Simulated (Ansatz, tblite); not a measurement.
**Ge(GeH3)4 (Ge₅H₁₂): a ladder of methods and basis sets**

How do method and basis change the picture of Ge(GeH3)4 (Ge₅H₁₂) (singlet)?

Method: as each input shows; program: Ansatz 0.2.0, Gaussian basis.

Plan: GFN1-xTB, GFN2-xTB, PBE-D4/def2-TZVP, r2SCAN-D4/def2-TZVP, revPBE-D4/def2-TZVP, LC-ωPBE/def2-TZVP, PBE-D4/def2-SVP, PBE0-D4/def2-SVP, MP2/def2-TZVP, RPA/def2-TZVP.

4 further runs of the same task are left out: 2 that didn't finish, 2 set aside as unsound or not needed. Runs told in other sessions of the task aren't counted.

### 1 The structure

The singlet was relaxed beforehand with PBE0-D4/def2-SVP.

17 atoms, charge 0, spin multiplicity 1.

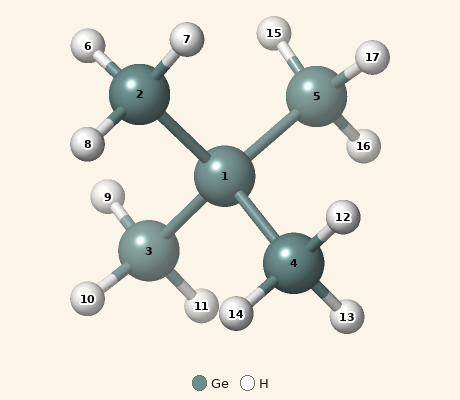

The structure; germanium teal, hydrogen white; atoms are numbered from 1 in the order of the file.

Coordinates:

```xyz
17
charge 0, multiplicity 1
Ge    0.0000   -0.0006    0.0005
Ge   -0.0085   -0.0150    2.4288
Ge    2.2924    0.0144   -0.8003
Ge   -1.1490    1.9824   -0.8023
Ge   -1.1346   -1.9823   -0.8259
H     0.8638   -1.1701    2.9564
H    -1.4439   -0.1987    2.9575
H     0.5511    1.3144    2.9702
H     3.0192   -1.2709   -0.3607
H     3.0492    1.2294   -0.2307
H     2.3156    0.0945   -2.3387
H    -2.6132    1.9801   -0.3230
H    -1.1333    2.0212   -2.3423
H    -0.4559    3.2506   -0.2687
H    -0.5436   -3.2470   -0.1743
H    -0.9722   -2.0919   -2.3541
H    -2.6371   -1.9105   -0.4924
```

PBE0-D4/def2-TZVP was run before; its log isn't repeated, and its numbers join the tables.

### 2 GFN1-xTB

Tight binding, by tblite at 300 K electronic temperature and without a spin-polarisation term:

```python
tblite.interface.Calculator('GFN1-xTB', numbers, positions, charge=0, uhf=0).singlepoint()
```

Energy -402.9698 eV, HOMO -11.83 eV, LUMO -7.93 eV; 0.013 s.

### 3 GFN2-xTB

Tight binding, by tblite at 300 K electronic temperature and without a spin-polarisation term:

```python
tblite.interface.Calculator('GFN2-xTB', numbers, positions, charge=0, uhf=0).singlepoint()
```

Energy -428.5931 eV, HOMO -10.51 eV, LUMO -4.80 eV; 0.009 s.

### 4 PBE-D4/def2-TZVP

start.molden holds the orbitals of an earlier run on this state, given as this run's starting guess.

Contents of in.yaml:

```yaml
crystal:
  periodic: [false, false, false]
  atoms:
    - {symbol: Ge, position_ang: [0.000032, -0.000612, 0.000495]}
    - {symbol: Ge, position_ang: [-0.008547, -0.015012, 2.428846]}
    - {symbol: Ge, position_ang: [2.292401, 0.014432, -0.800328]}
    - {symbol: Ge, position_ang: [-1.149039, 1.982352, -0.802259]}
    - {symbol: Ge, position_ang: [-1.134646, -1.982262, -0.825944]}
    - {symbol: H, position_ang: [0.863849, -1.170098, 2.956388]}
    - {symbol: H, position_ang: [-1.443930, -0.198721, 2.957541]}
    - {symbol: H, position_ang: [0.551068, 1.314391, 2.970173]}
    - {symbol: H, position_ang: [3.019242, -1.270855, -0.360722]}
    - {symbol: H, position_ang: [3.049245, 1.229417, -0.230655]}
    - {symbol: H, position_ang: [2.315626, 0.094474, -2.338683]}
    - {symbol: H, position_ang: [-2.613213, 1.980134, -0.322979]}
    - {symbol: H, position_ang: [-1.133313, 2.021249, -2.342329]}
    - {symbol: H, position_ang: [-0.455911, 3.250574, -0.268698]}
    - {symbol: H, position_ang: [-0.543586, -3.247026, -0.174309]}
    - {symbol: H, position_ang: [-0.972226, -2.091948, -2.354068]}
    - {symbol: H, position_ang: [-2.637051, -1.910509, -0.492449]}
basis:
  gaussian: {orbitals: def2-TZVP, initial_orbitals: start.molden}
hamiltonian: {xc: pbe, dispersion: d4}
scf: {omitted_lower_state_checks: [starts]}
output: {forces: true, orbitals: {seedname: orbitals}}
```

The run is started by

```bash
$ ansatz run in.yaml --threads 4 --pin off --events-out ev --progress --plain --max-ram 4787MiB
```

What it wrote:

```text
Functional definition: PBE
  name "PBE"
  cite "Perdew, Burke & Ernzerhof, Phys. Rev. Lett. 77, 3865 (1996) doi:10.1103/PhysRevLett.77.3865"
  parent pbe
  parameter kappa = 0.804
  parameter beta = 0.06672455060314922
  exchange = pbe_x(kappa = kappa, mu = beta*pi^2/3)
  correlation = pbe_c(beta = beta)
these checks for a lower state are left out or cut short: starts
2318 factors; their error is unknown
mean field evaluation 1: about -282743.8449 eV, gradient 1.8e1 eV
mean field evaluation 2: about -282744.1144 eV, gradient 3.3e-1 eV
mean field evaluation 4: about -282744.0474 eV, gradient 5.2e-4 eV
mean field -282744.04737773 eV, -10390.6520903330 hartree, gradient 1.4e-5 eV, S^2 0.000000; 0 other end points of the search recorded, 0 dependent functions left out
the calculation of the forces begins
reference -282744.04744227 eV, -10390.6520927046 hartree; 86, 86 occupied and 226, 226 virtual orbitals, 2318 factors
Total energy: -282744.55654211 eV, -10390.6708017787 hartree
Atom 0 at     0.000032    -0.000612     0.000495 Å, force    -0.000080     0.001092    -0.000566 eV/Å
Atom 1 at    -0.008547    -0.015012     2.428846 Å, force    -0.001042     0.000583    -0.036001 eV/Å
Atom 2 at     2.292401     0.014432    -0.800328 Å, force    -0.034573     0.000233     0.012211 eV/Å
Atom 3 at    -1.149039     1.982352    -0.802259 Å, force     0.017938    -0.030015     0.012275 eV/Å
Atom 4 at    -1.134646    -1.982262    -0.825944 Å, force     0.017229     0.029012     0.012254 eV/Å
Atom 5 at     0.863849    -1.170098     2.956388 Å, force     0.068295    -0.095486     0.049263 eV/Å
Atom 6 at    -1.443930    -0.198721     2.957541 Å, force    -0.117097    -0.012803     0.049917 eV/Å
Atom 7 at     0.551068     1.314391     2.970173 Å, force     0.047128     0.107264     0.051431 eV/Å
Atom 8 at     3.019242    -1.270855    -0.360722 Å, force     0.065746    -0.104000     0.034566 eV/Å
Atom 9 at     3.049245     1.229417    -0.230655 Å, force     0.068657     0.099398     0.043803 eV/Å
Atom 10 at     2.315626     0.094474    -2.338683 Å, force     0.009061     0.005716    -0.127467 eV/Å
Atom 11 at    -2.613213     1.980134    -0.322979 Å, force    -0.122262     0.005481     0.037263 eV/Å
Atom 12 at    -1.133313     2.021249    -2.342329 Å, force    -0.002711     0.008003    -0.127724 eV/Å
Atom 13 at    -0.455911     3.250574    -0.268698 Å, force     0.053386     0.109146     0.040414 eV/Å
Atom 14 at    -0.543586    -3.247026    -0.174309 Å, force     0.046829    -0.108372     0.048299 eV/Å
Atom 15 at    -0.972226    -2.091948    -2.354068 Å, force     0.008143    -0.013557    -0.126882 eV/Å
Atom 16 at    -2.637051    -1.910509    -0.492449 Å, force    -0.124649    -0.001698     0.026943 eV/Å
Dipole moment:     0.000061    -0.000466     0.000289 e Å
Checks for a lower state left out: starts
```

Wall time 9 s (4 threads of Arm Neoverse V2, shared host); peak memory 0.72 GiB.

Report: HOMO -6.75 eV, LUMO -1.13 eV.

### 5 r2SCAN-D4/def2-TZVP

in.yaml: that of step 4 with these lines changed.

```diff
@@ -22,4 +22,4 @@
   gaussian: {orbitals: def2-TZVP, initial_orbitals: start.molden}
-hamiltonian: {xc: pbe, dispersion: d4}
+hamiltonian: {xc: r2scan, dispersion: d4}
 scf: {omitted_lower_state_checks: [starts]}
-output: {forces: true, orbitals: {seedname: orbitals}}
+output: {orbitals: {seedname: orbitals}}
```

The command is unchanged.

What it wrote:

```text
Functional definition: r2SCAN
  name "r2SCAN"
  cite "Furness, Kaplan, Ning, Perdew & Sun, J. Phys. Chem. Lett. 11, 8208 (2020) doi:10.1021/acs.jpclett.0c02405"
  cite "Furness, Kaplan, Ning, Perdew & Sun, J. Phys. Chem. Lett. 11, 9248 (2020) doi:10.1021/acs.jpclett.0c03077"
  parent r2scan
  parameter k0 = 0.174
  parameter k1 = 0.065
  parameter a1 = 4.9479
  exchange = r2scan_x(k0 = k0, k1 = k1, a1 = a1)
  correlation = r2scan_c
these checks for a lower state are left out or cut short: starts
2318 factors; their error is unknown
mean field evaluation 1: about -282786.4652 eV, gradient 1.2e1 eV
mean field evaluation 2: about -282786.5681 eV, gradient 1.4e-1 eV
mean field evaluation 4: about -282786.5234 eV, gradient 1.1e-4 eV
mean field -282786.52340090 eV, -10392.2130553929 hartree, gradient 9.9e-6 eV, S^2 0.000000; 0 other end points of the search recorded, 0 dependent functions left out
reference -282786.52341912 eV, -10392.2130560627 hartree; 86, 86 occupied and 226, 226 virtual orbitals, 2318 factors
Total energy: -282786.65343061 eV, -10392.2178338967 hartree
Checks for a lower state left out: starts
```

It took 16 s on 4 threads of Arm Neoverse V2, shared host; peak memory 0.78 GiB.

HOMO -7.02 eV, LUMO -0.83 eV.

### 6 revPBE-D4/def2-TZVP

in.yaml: that of step 5 with these lines changed.

```diff
@@ -22,3 +22,3 @@
   gaussian: {orbitals: def2-TZVP, initial_orbitals: start.molden}
-hamiltonian: {xc: r2scan, dispersion: d4}
+hamiltonian: {xc: {name: revPBE}, dispersion: d4}
 scf: {omitted_lower_state_checks: [starts]}
```

Same command.

What it wrote:

```text
Functional definition: revPBE
  name "revPBE"
  cite "Zhang & Yang, Phys. Rev. Lett. 80, 890 (1998) doi:10.1103/PhysRevLett.80.890"
  cite "Perdew, Burke & Ernzerhof, Phys. Rev. Lett. 77, 3865 (1996) doi:10.1103/PhysRevLett.77.3865"
  parameter kappa = 1.245
  parameter beta = 0.06672455060314922
  exchange = pbe_x(kappa = kappa, mu = beta*pi^2/3)
  correlation = pbe_c(beta = beta)
these checks for a lower state are left out or cut short: starts
2318 factors; their error is unknown
mean field evaluation 1: about -282765.5990 eV, gradient 1.6e1 eV
mean field evaluation 2: about -282765.8254 eV, gradient 2.5e-1 eV
mean field evaluation 4: about -282765.7582 eV, gradient 3.3e-4 eV
mean field -282765.75820461 eV, -10391.4499485044 hartree, gradient 7.6e-6 eV, S^2 0.000000; 0 other end points of the search recorded, 0 dependent functions left out
reference -282765.75828517 eV, -10391.4499514650 hartree; 86, 86 occupied and 226, 226 virtual orbitals, 2318 factors
Total energy: -282766.88244389 eV, -10391.4912635359 hartree
Checks for a lower state left out: starts
```

Wall time 8 s (4 threads of Arm Neoverse V2, shared host); peak memory 0.72 GiB.

Report: HOMO -6.71 eV, LUMO -1.01 eV.

### 7 LC-ωPBE/def2-TZVP

in.yaml: that of step 6 with these lines changed.

```diff
@@ -22,3 +22,3 @@
   gaussian: {orbitals: def2-TZVP, initial_orbitals: start.molden}
-hamiltonian: {xc: {name: revPBE}, dispersion: d4}
+hamiltonian: {xc: {name: LC-wPBE}}
 scf: {omitted_lower_state_checks: [starts]}
```

Same command.

What it wrote:

```text
Functional definition: LC-wPBE
  name "LC-wPBE"
  cite "Vydrov & Scuseria, J. Chem. Phys. 125, 234109 (2006) doi:10.1063/1.2409292"
  cite "Heyd & Scuseria, J. Chem. Phys. 120, 7274 (2004) doi:10.1063/1.1668634"
  cite "Ernzerhof & Perdew, J. Chem. Phys. 109, 3313 (1998) doi:10.1063/1.476928"
  cite "Perdew, Burke & Ernzerhof, Phys. Rev. Lett. 77, 3865 (1996) doi:10.1103/PhysRevLett.77.3865"
  parent pbe
  parameter omega = 0.4/bohr
  exchange = pbe_x_sr(omega) + exact_x_lr(omega)
  correlation = pbe_c
these checks for a lower state are left out or cut short: starts
2318 factors; their error is unknown
706 factors; integrals over basis functions are off by at most 1.3e-5 eV
mean field evaluation 1: about -282750.7017 eV, gradient 1.6e1 eV
mean field evaluation 2: about -282751.0038 eV, gradient 3.7e-1 eV
mean field evaluation 4: about -282750.9401 eV, gradient 9.0e-4 eV
mean field -282750.94005084 eV, -10390.9053913978 hartree, gradient 1.2e-5 eV, S^2 0.000000; 0 other end points of the search recorded, 0 dependent functions left out
reference -282750.94005085 eV, -10390.9053913982 hartree; 86, 86 occupied and 226, 226 virtual orbitals, 2318 factors
Total energy: -282750.94005085 eV, -10390.9053913982 hartree
Checks for a lower state left out: starts
```

Wall time 11 s (4 threads of Arm Neoverse V2, shared host); peak memory 1.2 GiB.

From the report: HOMO -10.17 eV, LUMO 1.81 eV.

### 8 PBE-D4/def2-SVP

in.yaml: that of step 7 with these lines changed.

```diff
@@ -21,4 +21,4 @@
 basis:
-  gaussian: {orbitals: def2-TZVP, initial_orbitals: start.molden}
-hamiltonian: {xc: {name: LC-wPBE}}
+  gaussian: {orbitals: def2-SVP, initial_orbitals: start.molden}
+hamiltonian: {xc: pbe, dispersion: d4}
 scf: {omitted_lower_state_checks: [starts]}
```

Launched as before.

What it wrote:

```text
Functional definition: PBE
  name "PBE"
  cite "Perdew, Burke & Ernzerhof, Phys. Rev. Lett. 77, 3865 (1996) doi:10.1103/PhysRevLett.77.3865"
  parent pbe
  parameter kappa = 0.804
  parameter beta = 0.06672455060314922
  exchange = pbe_x(kappa = kappa, mu = beta*pi^2/3)
  correlation = pbe_c(beta = beta)
these checks for a lower state are left out or cut short: starts
2451 factors; their error is unknown
mean field evaluation 1: about -282708.1469 eV, gradient 1.3e1 eV
mean field evaluation 2: about -282708.3993 eV, gradient 2.5e-1 eV
mean field evaluation 4: about -282708.2279 eV, gradient 2.9e-4 eV
mean field -282708.22793122 eV, -10389.3357499527 hartree, gradient 2.3e-5 eV, S^2 0.000000; 0 other end points of the search recorded, 0 dependent functions left out
reference -282708.22798741 eV, -10389.3357520180 hartree; 86, 86 occupied and 134, 134 virtual orbitals, 2451 factors
Total energy: -282708.73708726 eV, -10389.3544610921 hartree
Checks for a lower state left out: starts
```

Run time: 4.2 s. Hardware: 4 threads of Arm Neoverse V2, shared host.

Report: HOMO -6.71 eV, LUMO -1.01 eV.

### 9 PBE0-D4/def2-SVP

in.yaml: that of step 8 with these lines changed.

```diff
@@ -22,3 +22,3 @@
   gaussian: {orbitals: def2-SVP, initial_orbitals: start.molden}
-hamiltonian: {xc: pbe, dispersion: d4}
+hamiltonian: {xc: pbe0, dispersion: d4}
 scf: {omitted_lower_state_checks: [starts]}
```

Same command.

What it wrote:

```text
Functional definition: PBE0
  name "PBE0"
  cite "Adamo & Barone, J. Chem. Phys. 110, 6158 (1999) doi:10.1063/1.478522"
  cite "Perdew, Burke & Ernzerhof, Phys. Rev. Lett. 77, 3865 (1996) doi:10.1103/PhysRevLett.77.3865"
  parent pbe
  parameter a = 0.25
  parameter kappa = 0.804
  parameter beta = 0.06672455060314922
  exchange = (1 - a)*pbe_x(kappa = kappa, mu = beta*pi^2/3) + a*exact_x
  correlation = pbe_c(beta = beta)
these checks for a lower state are left out or cut short: starts
2192 factors; integrals over basis functions are off by at most 1.4e-3 eV
mean field evaluation 1: about -282716.2315 eV, gradient 4.2e0 eV
mean field evaluation 2: about -282716.2547 eV, gradient 2.5e-2 eV
mean field evaluation 4: about -282716.3242 eV, gradient 4.2e-4 eV
mean field -282716.32423111 eV, -10389.6332834859 hartree, gradient 6.6e-6 eV, S^2 0.000000; 0 other end points of the search recorded, 0 dependent functions left out
reference -282716.32427349 eV, -10389.6332850436 hartree; 86, 86 occupied and 134, 134 virtual orbitals, 2192 factors
Total energy: -282716.77408537 eV, -10389.6498153251 hartree
Checks for a lower state left out: starts
```

Wall time 9 s (4 threads of Arm Neoverse V2, shared host); peak memory 0.89 GiB.

HOMO -7.76 eV, LUMO -0.17 eV.

### 10 MP2/def2-TZVP

in.yaml: that of step 9 with these lines changed.

```diff
@@ -21,4 +21,4 @@
 basis:
-  gaussian: {orbitals: def2-SVP, initial_orbitals: start.molden}
-hamiltonian: {xc: pbe0, dispersion: d4}
+  gaussian: {orbitals: def2-TZVP, initial_orbitals: start.molden}
+correlation: {method: mp2}
 scf: {omitted_lower_state_checks: [starts]}
```

Launched as before.

What it wrote:

```text
Functional definition: HF
  name "HF"
  cite "Fock, Z. Phys. 61, 126 (1930) doi:10.1007/BF01340294"
  parent pbe
  exchange = exact_x
  correlation = 0
these checks for a lower state are left out or cut short: starts
2220 factors; integrals over basis functions are off by at most 1.3e-3 eV
mean field evaluation 1: about -282556.6270 eV, gradient 5.1e1 eV
mean field evaluation 2: about -282558.5830 eV, gradient 2.4e0 eV
mean field evaluation 4: about -282558.8219 eV, gradient 7.9e-1 eV
mean field evaluation 8: about -282558.8240 eV, gradient 4.7e-5 eV
mean field -282558.82402489 eV, -10383.8452576649 hartree, gradient 1.6e-6 eV, S^2 0.000000; 0 other end points of the search recorded, 0 dependent functions left out
45 core orbitals not correlated: weight in the atoms' cores, before any rotation towards them, 1.000 or more for the frozen orbitals, at most 0.000 for the correlated occupied ones
reference -282558.82402489 eV, -10383.8452576649 hartree; 41, 41 occupied and 226, 226 virtual orbitals, 2220 factors
second order -34.94159023 eV of doubles, -0.00000000 eV of singles
Total energy: -282593.76561512 eV, -10385.1293374215 hartree
Checks for a lower state left out: starts
```

It took 21 s on 4 threads of Arm Neoverse V2, shared host; peak memory 1.4 GiB.

Report: Hartree-Fock HOMO -10.06 eV, LUMO 2.89 eV.

### 11 RPA/def2-TZVP

in.yaml: that of step 10 with these lines changed.

```diff
@@ -22,4 +22,4 @@
   gaussian: {orbitals: def2-TZVP, initial_orbitals: start.molden}
-correlation: {method: mp2}
+hamiltonian: {xc: pbe}
+correlation: {method: rpa}
 scf: {omitted_lower_state_checks: [starts]}
-output: {orbitals: {seedname: orbitals}}
```

Launched as before.

What it wrote:

```text
Functional definition: PBE
  name "PBE"
  cite "Perdew, Burke & Ernzerhof, Phys. Rev. Lett. 77, 3865 (1996) doi:10.1103/PhysRevLett.77.3865"
  parent pbe
  parameter kappa = 0.804
  parameter beta = 0.06672455060314922
  exchange = pbe_x(kappa = kappa, mu = beta*pi^2/3)
  correlation = pbe_c(beta = beta)
these checks for a lower state are left out or cut short: starts
2220 factors; integrals over basis functions are off by at most 1.3e-3 eV
mean field evaluation 1: about -282743.7954 eV, gradient 1.8e1 eV
mean field evaluation 2: about -282744.0647 eV, gradient 3.3e-1 eV
mean field evaluation 4: about -282744.0474 eV, gradient 5.4e-4 eV
mean field -282744.04736487 eV, -10390.6520898601 hartree, gradient 3.8e-6 eV, S^2 0.000000; 0 other end points of the search recorded, 0 dependent functions left out
45 core orbitals not correlated: weight in the atoms' cores, before any rotation towards them, 1.000 or more for the frozen orbitals, at most 0.000 for the correlated occupied ones
reference -282555.03392227 eV, -10383.7059739626 hartree; 41, 41 occupied and 226, 226 virtual orbitals, 2220 factors
Total energy: -282611.54122356 eV, -10385.7825789831 hartree
Checks for a lower state left out: starts
```

Wall time 18 s (4 threads of Arm Neoverse V2, shared host); peak memory 1.1 GiB.

### 12 Levels side by side

```tsv
level	functions	HOMO (eV)	LUMO (eV)	gap (eV)	time
PBE-D4/def2-SVP	220	-6.71	-1.01	5.71	4.2 s
PBE-D4/def2-TZVP	312	-6.75	-1.13	5.62	9 s
revPBE-D4/def2-TZVP	312	-6.71	-1.01	5.70	8 s
r2SCAN-D4/def2-TZVP	312	-7.02	-0.83	6.18	16 s
PBE0-D4/def2-SVP	220	-7.76	-0.17	7.60	9 s
PBE0-D4/def2-TZVP	312	-7.76	-0.27	7.49	24 s
LC-ωPBE/def2-TZVP	312	-10.17	1.81	11.99	11 s
```

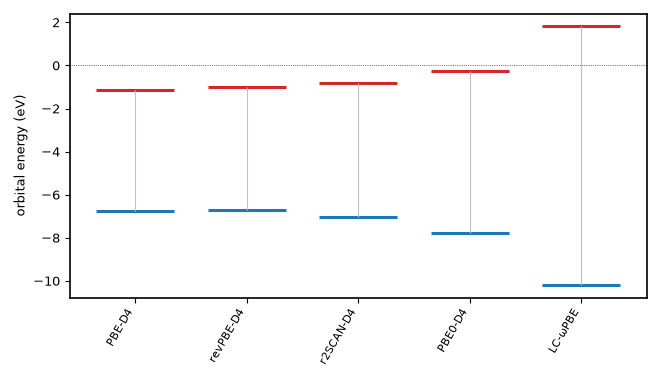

Highest filled (blue) and lowest empty (red) level in def2-TZVP.

Energy pieces by basis (eV):

```tsv
basis	HF	MP2 correlation	total
def2-TZVP	-282558.8240	-34.9416	-282593.7656 (MP2)
```

### 13 Binding energy

Free atoms were run apart at each level; binding is atoms less cluster, divided by the number of atoms, without zero-point or spin-orbit terms.

```tsv
level	binding an atom (eV)
HF/def2-TZVP	1.989
PBE-D4/def2-SVP	2.666
PBE-D4/def2-TZVP	2.668
revPBE-D4/def2-TZVP	2.618
r2SCAN-D4/def2-TZVP	2.724
PBE0-D4/def2-SVP	2.675
PBE0-D4/def2-TZVP	2.674
LC-ωPBE/def2-TZVP	2.662
MP2/def2-TZVP	2.587
```

### 14 Results

| quantity | value |
| --- | --- |
| gap in def2-TZVP, named functionals, smallest and largest | 5.62 eV (PBE-D4), 11.99 eV (LC-ωPBE) |
| correlation energy, MP2/def2-TZVP | -34.94 eV |
| binding an atom, functionals in def2-TZVP | 2.62 (revPBE-D4) to 2.72 eV (r2SCAN-D4) |
| PBE0 total energy, smallest basis above largest | 35.62 eV (def2-SVP, def2-TZVP) |

**Reading.** Over the named functionals in def2-TZVP the gap runs from 5.62 eV (PBE-D4) to 11.99 eV (LC-ωPBE); exact exchange widens it.

The slowest run with a step of its own, MP2/def2-TZVP, took 21 s; the quickest functional in def2-TZVP took 8 s (shared host).
